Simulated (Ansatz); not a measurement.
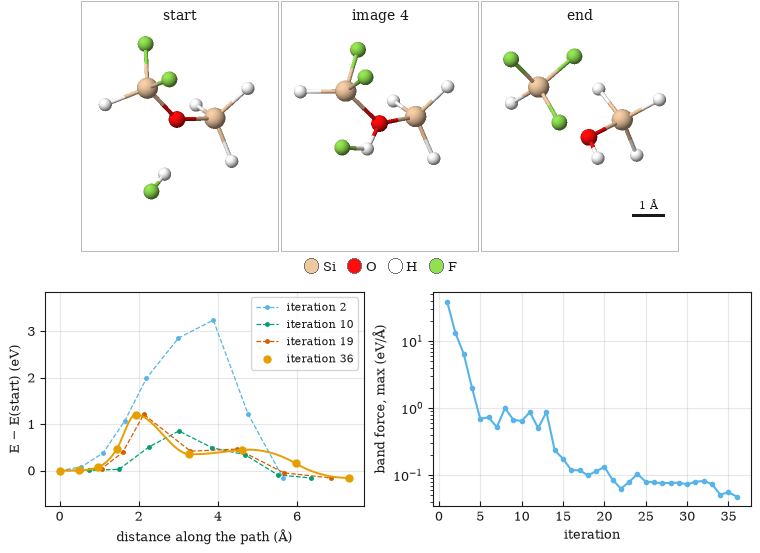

A search for the minimum-energy path of Si$_{2}$H$_{5}$OF$_{3}$ by the nudged elastic band. Images are numbered from 0 (start) to 8 (end). The plot follows the band through its iterations. Style: ball-and-stick. Shown from a free direction.

The calculation used RHF/def2-SVP (Ansatz). Settings: 7 movable images; climbing image; force threshold 0.05 eV/Å; iteration limit 60; starting path through a guess of the saddle point.

> Judge this run.

The run is converged, with reservations. The band converged in 36 iterations. The largest component of the band force went from 39 to 0.048 eV/Å. The climbing image converged on the top of the path. Its vibrational analysis gives one imaginary mode (1352i cm⁻¹), as a transition state must have. The first iteration put the highest image at 11.51 eV. Forward barrier 1.21 eV, backward barrier 1.36 eV, with image 4 at the top; the reaction energy is −0.16 eV. The profile has 2 maxima (images 4, 6) with a dip at image 5 (+0.36 eV), so the process runs in steps.

Limits of the set-up: Hartree-Fock leaves out electron correlation.

Cost: 5.4 min on 2 threads of Arm Neoverse V2 (shared host), peak memory 0.26 GiB.
